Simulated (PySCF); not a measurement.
## Two runs on CH₃Cl₂Ga

System: CH₃Cl₂Ga.
Method of run A: GIAO PBE/pcSseg-1 Ga:pcSseg-2 NMR shielding, non-relativistic, gas phase (PySCF 2.14.0).

The geometry comes from this level: PBE0-D3(BJ)/def2-SVP. Text and figures count atoms from 1; the logs count them from 0 in places.

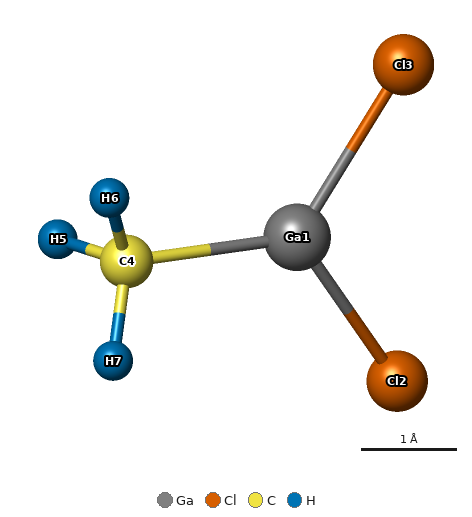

The structure as given in the input (ball-and-stick view, seen at a tilt; atoms are numbered from 1 in the order of the input). Sticks mark near contacts.

### Input file, run A
```
{"job": {"kind": "nmr", "xc": "PBE", "basis": {"default": "pcSseg-1", "Ga": "pcSseg-2"}, "pop": false}, "charge": 0, "multiplicity": 1}
Ga     0.467417     0.807314     0.001871
Cl     2.611291     0.908372     0.027446
Cl    -0.475195     2.735012    -0.056769
C     -0.512718    -0.869860     0.014725
H     -0.597180    -1.240107    -1.018492
H     -1.522419    -0.722466     0.421354
H      0.028805    -1.618266     0.609875
```

The first line tells a small driver script what to run in PySCF; the rest is the geometry in Å.

Hardware: 1 CPU thread, shared host.

### Output (run A)
```
coarse grid: 32648 points
cycle   1  E = -2884.3639335825  dE = -3.006e-01  |g| = 1.581e+00  |ddm| = 2.466e+00
cycle   2  E = -2883.8055518227  dE =  5.584e-01  |g| = 2.748e+00  |ddm| = 1.873e+00
cycle   3  E = -2884.5691793301  dE = -7.636e-01  |g| = 1.825e-01  |ddm| = 1.430e+00
cycle   4  E = -2884.5717287305  dE = -2.549e-03  |g| = 1.393e-01  |ddm| = 3.348e-01
cycle   5  E = -2884.5772391186  dE = -5.510e-03  |g| = 3.194e-02  |ddm| = 1.540e-01
cycle   6  E = -2884.5775314773  dE = -2.924e-04  |g| = 3.805e-03  |ddm| = 3.827e-02
cycle   7  E = -2884.5775343877  dE = -2.910e-06  |g| = 1.960e-03  |ddm| = 4.630e-03
final grid: 64112 points
cycle   8  E = -2884.5775822668  dE =  9.467e-07  |g| = 2.791e-03  |ddm| = 4.460e-03
cycle   9  E = -2884.5775795064  dE =  2.760e-06  |g| = 4.239e-03  |ddm| = 6.654e-03
cycle  10  E = -2884.5775840790  dE = -4.573e-06  |g| = 9.172e-04  |ddm| = 4.321e-03
cycle  11  E = -2884.5775841663  dE = -8.728e-08  |g| = 6.262e-05  |ddm| = 4.440e-04
cycle  12  E = -2884.5775841674  dE = -1.107e-09  |g| = 4.810e-06  |ddm| = 8.691e-05
cycle  13  E = -2884.5775841674  dE = -1.819e-11  |g| = 2.254e-06  |ddm| = 4.943e-06
converged SCF energy = -2884.5775841674

GIAO shielding tensors (ppm)
atom      isotropic    diamagn.    paramagn.     s11        s22        s33       span
  0 Ga    1223.096    2643.906   -1420.811   1068.033   1144.356   1456.898    388.865
  1 Cl     778.933    1148.067    -369.134    547.398    824.211    965.190    417.791
  2 Cl     777.804    1148.060    -370.255    546.038    822.221    965.153    419.115
  3 C      176.083     251.198     -75.114    166.395    167.248    194.608     28.213
  4 H       30.437      28.761       1.676     25.897     27.496     37.920     12.023
  5 H       30.469      28.928       1.541     25.121     28.238     38.049     12.928
  6 H       30.454      28.914       1.541     25.216     28.177     37.971     12.755
```

For run B the input was changed thus:
```diff
-"xc": "PBE"
+"xc": "B3LYP"
```

Predict how the results change.

The total energies belong to different methods, so their difference says nothing on which is more stable or more accurate. The HOMO goes from −7.53 to −8.59 eV. The LUMO goes from −2.02 to −1.50 eV. The dipole moment goes from 2.91 to 2.97 D. Of all shieldings, the largest change is that of Ga1, by +36.4 ppm. The functional changes from PBE to B3LYP. Exact exchange removes part of the self-interaction error of semilocal functionals, which pushes filled and empty levels apart. The SCF takes 11 iterations against 13.

### Output (run B)
```
coarse grid: 32648 points
cycle   1  E = -2885.2350854945  dE = -3.462e-01  |g| = 1.295e+00  |ddm| = 2.378e+00
cycle   2  E = -2885.0191632744  dE =  2.159e-01  |g| = 1.956e+00  |ddm| = 1.404e+00
cycle   3  E = -2885.3808530033  dE = -3.617e-01  |g| = 1.027e-01  |ddm| = 9.075e-01
cycle   4  E = -2885.3815480582  dE = -6.951e-04  |g| = 5.753e-02  |ddm| = 1.155e-01
cycle   5  E = -2885.3823827177  dE = -8.347e-04  |g| = 9.521e-03  |ddm| = 4.936e-02
cycle   6  E = -2885.3824062747  dE = -2.356e-05  |g| = 2.341e-03  |ddm| = 1.198e-02
cycle   7  E = -2885.3824072747  dE = -1.000e-06  |g| = 3.248e-04  |ddm| = 2.140e-03
final grid: 64112 points
cycle   8  E = -2885.3824434858  dE = -1.061e-08  |g| = 3.335e-04  |ddm| = 8.439e-04
cycle   9  E = -2885.3824434659  dE =  1.983e-08  |g| = 4.410e-04  |ddm| = 8.182e-04
cycle  10  E = -2885.3824435170  dE = -5.108e-08  |g| = 9.984e-05  |ddm| = 4.416e-04
cycle  11  E = -2885.3824435176  dE = -6.203e-10  |g| = 4.707e-06  |ddm| = 2.683e-05
converged SCF energy = -2885.3824435176

GIAO shielding tensors (ppm)
atom      isotropic    diamagn.    paramagn.     s11        s22        s33       span
  0 Ga    1259.514    2643.503   -1383.989   1113.924   1165.388   1499.229    385.305
  1 Cl     808.869    1148.382    -339.513    586.688    855.404    984.515    397.828
  2 Cl     807.711    1148.374    -340.663    585.294    853.355    984.484    399.190
  3 C      176.857     249.947     -73.090    168.014    169.289    193.269     25.255
  4 H       30.664      28.767       1.898     26.107     27.683     38.202     12.095
  5 H       30.699      28.938       1.761     25.301     28.450     38.346     13.045
  6 H       30.684      28.925       1.760     25.400     28.387     38.265     12.865
```

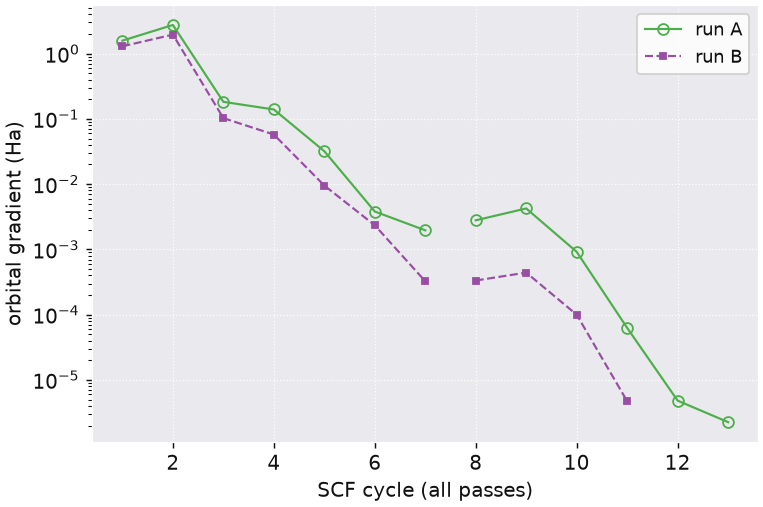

Convergence of the two runs: orbital gradient against the SCF cycle. A break in a curve parts two SCF passes (coarse and final grid). Run A takes 13 cycles in all, and run B takes 11.

### The two runs side by side

```tsv
quantity	run A	run B
outcome	converged	converged
total energy (hartree)	−2884.577584	−2885.382444
HOMO (eV)	−7.53	−8.59
LUMO (eV)	−2.02	−1.50
dipole moment (D)	2.91	2.97
shielding of Ga1 (ppm)	1223.1	1259.5
shielding of Cl2 (ppm)	778.9	808.9
shielding of Cl3 (ppm)	777.8	807.7
shielding of C4 (ppm)	176.1	176.9
shielding of H5 (ppm)	30.4	30.7
shielding of H6 (ppm)	30.5	30.7
shielding of H7 (ppm)	30.5	30.7
SCF iterations	13	11
basis functions	143	143
wall time (shared host)	14 s	11 s
```

For both runs: Spin–orbit coupling is left out, which matters for the heavy atoms.
